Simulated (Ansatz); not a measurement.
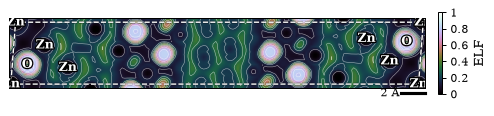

*Zn₅O₂. ELF on the (111) plane of the conventional cell.*

Space group R-3m; a generated structure, not necessarily the stable one.

All numbers below come from DFT PBE, scalar-relativistic, plane waves, PAW (Ansatz).

In a PAW calculation such maps are meaningful between the atoms, not at the nuclei.

Q: Read the bonding off the picture.

A:
- The section cuts through Zn and O sites.
- Atoms just off the plane (Zn, 0.3 Å away and O, 0.4 Å away) can leave unmarked features too.
- Zn–O (2.15 Å): the ELF peaks at about 0.80 in the valence shell of O, 0.6 Å from its nucleus, and is about 0.15 at the midpoint; no shared electron pair shows on this line.
- Zn–O (2.19 Å): the ELF peaks at about 0.80 in the valence shell of O, 0.6 Å from its nucleus, and drops to about 0.10 between the two atoms; no shared electron pair shows on this line.
